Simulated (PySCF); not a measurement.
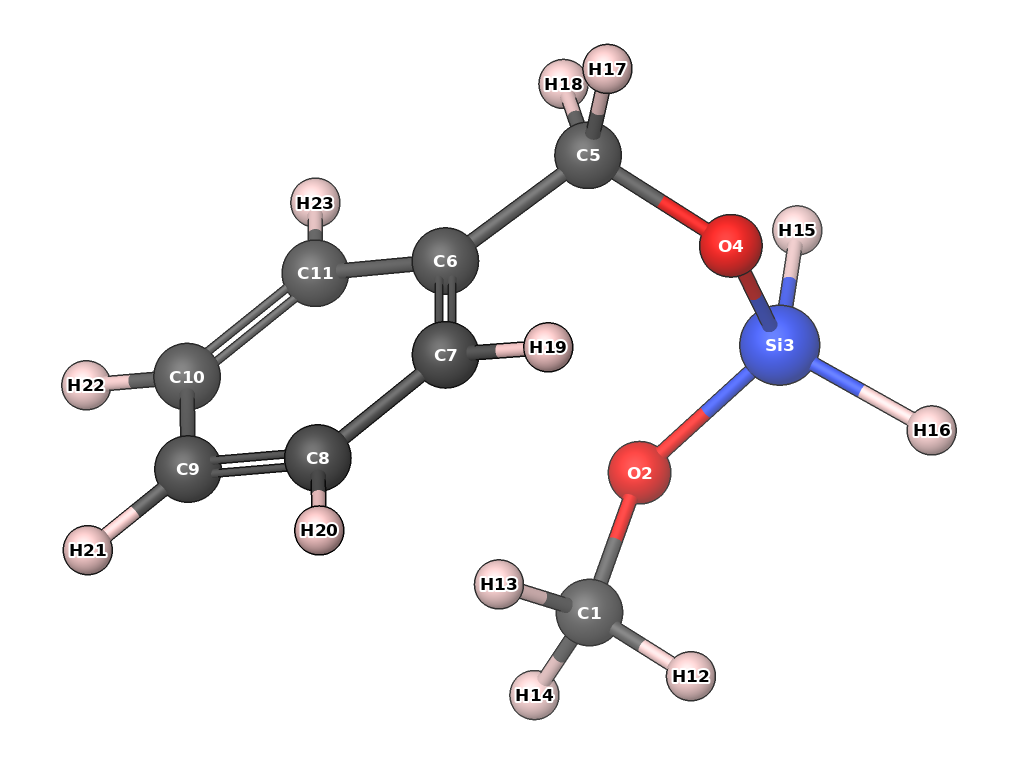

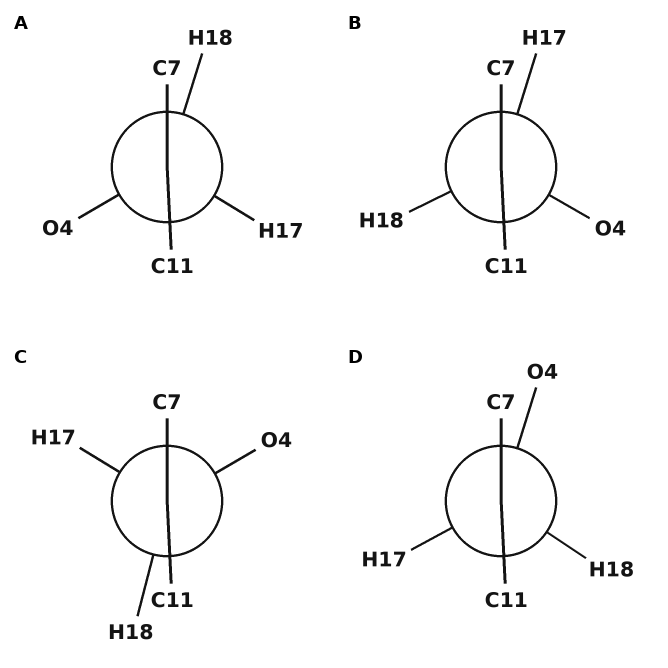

Atoms fade into the background with distance from the viewer. Bonds that would overlap in a projection are set slightly apart. The geometry was computed by an optimisation with PBE0-D3(BJ)/def2-SVP. No frequency run is at hand to confirm it as a minimum.

Which Newman projection shows the view along C6–C5, with C6 in front?

C. The torsion angle C7–C6–C5–O4 is 60°, synclinal (gauche).
